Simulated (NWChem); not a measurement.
**SiH2IF (SMILES F[SiH2]I) at 6 levels**

Wanted: a comparison of 6 runs (HF/STO-3G, HF/def2-SVP, HF/def2-SVPD, PBE0/def2-SVP, BP86/def2-SVPD, MP2/6-311G**) of SiH2IF. 

The calculation is run with NWChem 7.3.0.

## (1) The molecule

SiH2IF has 5 atoms, charge 0, and is taken as a singlet. As SMILES, `F[SiH2]I`. Geometry: relaxed at PBE0-D4/def2-TZVP.

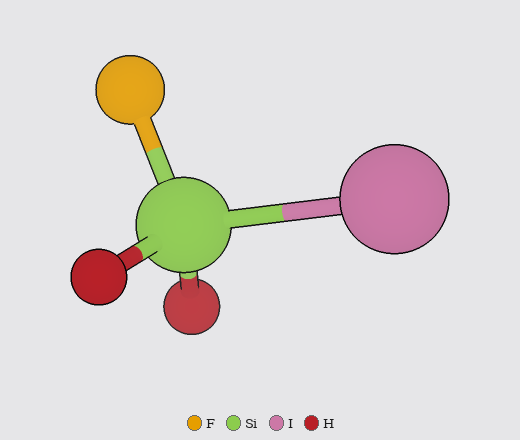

The structure, seen from a chosen angle (fluorine amber, silicon green, iodine pink, hydrogen red).

## (2) Energy and gradient at HF/STO-3G (run 1)

fh2isi.nw reads:

```
echo
start fh2isi
memory total 2200 mb
geometry units bohr noautosym nocenter noautoz
 F  -0.78820477 -0.47847865  2.92378426
 Si  0.25794762 -0.26701830  0.11017103
 I  -2.32417416  2.68700158 -2.24499464
 H   0.07577802 -2.78186583 -1.08451382
 H   2.87276165  0.70108839  0.21731850
end
basis spherical bse
 F library STO-3G
 Si library STO-3G
 I library STO-3G
 H library STO-3G
end
scf
 singlet
 rhf
 thresh 1e-08
 maxiter 80
end
task scf gradient
```

Launch:

```
$ nwchem fh2isi.nw > fh2isi.out
```

The program printed:

```text
[...]
  functions       =    43
[...]
  wavefunction    = RHF
[...]
         Total SCF energy =  -7235.554126429803
      One-electron energy = -10602.139905826843
      Two-electron energy =   3054.779370067430
 Nuclear repulsion energy =    311.806409329611
        Time for solution =      7.3s
[...]
                         RHF ENERGY GRADIENTS
    atom               coordinates                        gradient
                 x          y          z           x          y          z
   1 F      -0.788205  -0.478479   2.923784    0.007117   0.001530  -0.019375
   2 Si      0.257948  -0.267018   0.110171   -0.030946   0.016567   0.021995
   3 I      -2.324174   2.687002  -2.244995    0.003948  -0.004854   0.004513
   4 H       0.075778  -2.781866  -1.084514   -0.004713  -0.024853  -0.010379
   5 H       2.872762   0.701088   0.217319    0.024594   0.011610   0.003246
[...]
```

Wall time 13 s (1 thread of Intel Xeon Platinum 8375C at 2.90GHz (Ice Lake), shared host); peak memory 0.1 GiB.

## (3) Energy and forces at HF/def2-SVP (core potential) (run 2)

run.py reads:

```python
from ase import Atoms
from ase.calculators.nwchem import NWChem

atoms = Atoms(['F', 'Si', 'I', 'H', 'H'], positions=[
    [-0.417100, -0.253200, 1.547200],
    [0.136500, -0.141300, 0.058300],
    [-1.229900, 1.421900, -1.188000],
    [0.040100, -1.472100, -0.573900],
    [1.520200, 0.371000, 0.115000],
])

calc = NWChem(
    label='mol',
    theory='scf',
    memory='2200 mb',
    basis='def2-SVP',
    basispar='spherical bse',
    scf={'nopen': '0', 'rhf': None, 'thresh': '1e-08', 'maxiter': '80'},
    **{'ecp bse': {'I library': 'def2-SVP'}},
)
atoms.calc = calc

forces = atoms.get_forces()
print("Total energy (eV):", round(atoms.get_potential_energy(), 6))
print("forces (eV/A):")
for s, f in zip(atoms.symbols, forces):
    print(f"{s:2s} {f[0]:10.5f} {f[1]:10.5f} {f[2]:10.5f}")
print("dipole (e A):", atoms.get_dipole_moment().round(4))
```

Launch:

```
$ export ASE_NWCHEM_COMMAND="nwchem PREFIX.nwi > PREFIX.nwo"
$ python run.py
```

The program printed:

```text
Total energy (eV): -18669.945887
forces (eV/A):
F    -0.16640   -0.00900    0.38109
Si    0.51808   -0.29331   -0.32123
I    -0.17396    0.18959   -0.13390
H     0.02072    0.19211    0.08773
H    -0.19839   -0.07940   -0.01363
dipole (e A): [ 0.2577 -0.1449 -0.166 ]
```

The calculator wrote mol.nwi:

```
title "mol"

permanent_dir mol

scratch_dir mol

start mol

geometry units angstrom nocenter noautosym noautoz
  F  -4.1710000000000003e-01 -2.5319999999999998e-01 1.5471999999999999e+00
  Si 1.3650000000000001e-01 -1.4130000000000001e-01 5.8299999999999998e-02
  I  -1.2299000000000000e+00 1.4218999999999999e+00 -1.1879999999999999e+00
  H  4.0099999999999997e-02 -1.4721000000000000e+00 -5.7389999999999997e-01
  H  1.5202000000000000e+00 3.7100000000000000e-01 1.1500000000000000e-01
end

memory 2200 mb

basis spherical bse noprint
   * library def2-SVP
end

scf
  nopen 0
  rhf
  thresh 1e-08
  maxiter 80
end
ecp bse
  I library def2-SVP
end

task scf gradient
```

mol.nwo:

```text
Northwest Computational Chemistry Package (NWChem) 7.3.0
             --------------------------------------------------------

           Job information
           ---------------

    nwchem branch   = 7.3.0
    use scalapack   = T
    input           = mol.nwi
    prefix          = mol.
    data base       = mol/mol.db
    status          = startup
    nproc           =        1

           Memory information
           ------------------

[... 5 lines left out ...]
    hardfail = no
[... 132 lines left out ...]
         Quadratically convergent ROHF
[... 14 lines left out ...]
       Final RHF  results
[... 4 lines left out ...]
      Two-electron energy =    548.098605393573
[... 44 lines left out ...]
                       ROHF Final Molecular Orbital Analysis
[... 211 lines left out ...]
                 ----------------------------------------
                 |  Time  |  1-e(secs)   |  2-e(secs)   |
                 ----------------------------------------
                 |  CPU   |       0.03   |       3.28   |
                 ----------------------------------------
                 |  WALL  |       0.03   |       3.28   |
                 ----------------------------------------

 Task  times  cpu:       13.1s     wall:       13.1s
 Total times  cpu:       13.2s     wall:       13.2s
```

Run time: 14 s. Hardware: 1 thread of Intel Xeon Platinum 8375C at 2.90GHz (Ice Lake), shared host; peak memory 0.1 GiB.

## (4) Energy and gradient at HF/def2-SVPD (core potential) (run 3)

work.nw reads:

```
start work
title "FH2ISi"
memory stack 880 mb heap 220 mb global 1100 mb

geometry units atomic noautosym nocenter noautoz
 F   -0.78820477  -0.47847865   2.92378426
 Si   0.25794762  -0.26701830   0.11017103
 I   -2.32417416   2.68700158  -2.24499464
 H    0.07577802  -2.78186583  -1.08451382
 H    2.87276165   0.70108839   0.21731850
end

basis spherical bse
 F library def2-SVPD
 Si library def2-SVPD
 I library def2-SVPD
 H library def2-SVPD
end

ecp bse
 I library def2-SVPD
end

scf
 thresh 1e-08
 maxiter 80
end

task scf gradient
```

Launch:

```
$ nwchem work.nw > work.out
```

The program printed:

```text
[...]
  functions       =    98
[...]
  wavefunction    = RHF
[...]
         Total SCF energy =   -686.119524496888
      One-electron energy =  -1410.701446034588
      Two-electron energy =    547.945922436708
 Nuclear repulsion energy =    176.635999100992
        Time for solution =     19.1s
[...]
                         RHF ENERGY GRADIENTS
    atom               coordinates                        gradient
                 x          y          z           x          y          z
   1 F      -0.788205  -0.478479   2.923784    0.005374   0.000518  -0.012921
   2 Si      0.257948  -0.267018   0.110171   -0.013114   0.006182   0.011501
   3 I      -2.324174   2.687002  -2.244995    0.004302  -0.004644   0.003188
   4 H       0.075778  -2.781866  -1.084514    0.000025  -0.003123  -0.001666
   5 H       2.872762   0.701088   0.217319    0.003412   0.001068  -0.000102
[...]
```

Run time: 30 s. Hardware: 1 thread of Intel Xeon Platinum 8375C at 2.90GHz (Ice Lake), shared host; peak memory 0.1 GiB.

Runs 4 to 5 aren't shown in full; the table further down has their settings and results.

## (5) Energy and forces at MP2/6-311G(d,p) (run 6)

run.py reads:

```python
from ase import Atoms
from ase.calculators.nwchem import NWChem

molecule = Atoms(['F', 'Si', 'I', 'H', 'H'], positions=[
    [-0.417100, -0.253200, 1.547200],
    [0.136500, -0.141300, 0.058300],
    [-1.229900, 1.421900, -1.188000],
    [0.040100, -1.472100, -0.573900],
    [1.520200, 0.371000, 0.115000],
])

calc = NWChem(
    label='nw',
    theory='mp2',
    memory='2200 mb',
    basis='6-311G**',
    basispar='spherical bse',
    scf={'nopen': '0', 'rhf': None, 'thresh': '1e-08', 'maxiter': '80'},
    mp2={'freeze': 'core 24', 'tight': None},
)
molecule.calc = calc

forces = molecule.get_forces()
e = molecule.get_potential_energy()
print(f"E = {e:.6f} eV")
print("forces (eV/A):")
for s, f in zip(molecule.symbols, forces):
    print(f"{s:2s} {f[0]:10.5f} {f[1]:10.5f} {f[2]:10.5f}")
```

Launch:

```
$ export ASE_NWCHEM_COMMAND="nwchem PREFIX.nwi > PREFIX.nwo"
$ python run.py
```

The program printed:

```text
E = -198833.257664 eV
forces (eV/A):
F    -0.18059   -0.04273    0.50178
Si    0.57490   -0.33810   -0.32386
I    -0.20157    0.24163   -0.21376
H     0.03116    0.22775    0.07698
H    -0.22389   -0.08860   -0.04114
```

The calculator wrote nw.nwi:

```
title "nw"

permanent_dir nw

scratch_dir nw

start nw

geometry units angstrom nocenter noautosym noautoz
  F  -4.1710000000000003e-01 -2.5319999999999998e-01 1.5471999999999999e+00
  Si 1.3650000000000001e-01 -1.4130000000000001e-01 5.8299999999999998e-02
  I  -1.2299000000000000e+00 1.4218999999999999e+00 -1.1879999999999999e+00
  H  4.0099999999999997e-02 -1.4721000000000000e+00 -5.7389999999999997e-01
  H  1.5202000000000000e+00 3.7100000000000000e-01 1.1500000000000000e-01
end

memory 2200 mb

basis spherical bse noprint
   * library 6-311G**
end

scf
  nopen 0
  rhf
  thresh 1e-08
  maxiter 80
end
mp2
  freeze core 24
  tight
end

task mp2 gradient
```

nw.nwo:

```text
Northwest Computational Chemistry Package (NWChem) 7.3.0
             --------------------------------------------------------

           Job information
           ---------------

    nwchem branch   = 7.3.0
    use scalapack   = T
    input           = nw.nwi
    prefix          = nw.
    data base       = nw/nw.db
    status          = startup
    nproc           =        1

           Memory information
           ------------------

[... 5 lines left out ...]
    hardfail = no
[... 130 lines left out ...]
 Convergence threshold     :          1.000E-08
[... 17 lines left out ...]
      One-electron energy = -10671.174749834987
[... 59 lines left out ...]
                       ROHF Final Molecular Orbital Analysis
[... 430 lines left out ...]
  MP2 natural orbitals output to nw/nw.mp2nos
[... 11 lines left out ...]
                 ----------------------------------------
                 |  Time  |  1-e(secs)   |  2-e(secs)   |
                 ----------------------------------------
                 |  CPU   |       0.01   |      14.22   |
                 ----------------------------------------
                 |  WALL  |       0.01   |      14.22   |
                 ----------------------------------------
 -----------------------
 Task  times  cpu:       69.0s     wall:       69.0s
 Total times  cpu:       69.1s     wall:       69.1s
```

Run time: 71 s. Hardware: 1 thread of Intel Xeon Platinum 8375C at 2.90GHz (Ice Lake), shared host; peak memory 0.51 GiB.

## (6) All runs side by side

```tsv
run	level	core potential	iteration cap	energy (Eh)	dipole moment (D)	HOMO energy (eV)	LUMO energy (eV)	wall time
1	HF/STO-3G	–	80	-7235.554126	2.44	-7.61	8.05	13 s
2	HF/def2-SVP (core potential)	def2-SVP	80	-686.107862	1.63	-10.48	3.17	14 s
3	HF/def2-SVPD (core potential)	def2-SVPD	80	-686.119524	1.50	-10.49	1.65	30 s
4	PBE0/def2-SVP (core potential)	def2-SVP	100	-687.946238	1.33	–	–	23 s
5	BP86/def2-SVPD (core potential)	def2-SVPD	100	-688.322168	1.18	-6.92	-1.63	40 s
6	MP2/6-311G**	–	80	-7306.987505	1.52	-10.52	2.61	71 s
```

## (7) What came out

| quantity | value |
| --- | --- |
| run 6: total energy | -7306.98750 Eh |
| run 6: dipole moment (of the density that the program reports) | 1.52 D |
| run 6: HOMO energy (Hartree–Fock orbitals) | -10.52 eV |
| run 6: LUMO energy (Hartree–Fock orbitals) | 2.61 eV |
| run 6: HOMO–LUMO gap (Hartree–Fock orbitals) | 13.13 eV |
| run 6: correlation energy (24 core orbitals frozen) | -507.7 mEh |
| run 6: largest force on an atom | 0.741 eV/Å |

In words: The dipole moment (its size) runs from 1.18 D (BP86/def2-SVPD) to 2.44 D (HF/STO-3G). The two ends differ in method and basis and core potential. Over runs 1, 2, 3, 5 the HOMO–LUMO gap runs from 5.29 eV (BP86/def2-SVPD) to 15.66 eV (HF/STO-3G). Totals of different functionals can't be ranked against each other. Some runs of one species differ in core potentials or relativity; totals across that change don't compare. In run 1 the basis is minimal, so the values are rough. In runs 1, 6 relativity is left out where basis or elements ask for it. All runs together took 3.2 min, the longest 71 s.
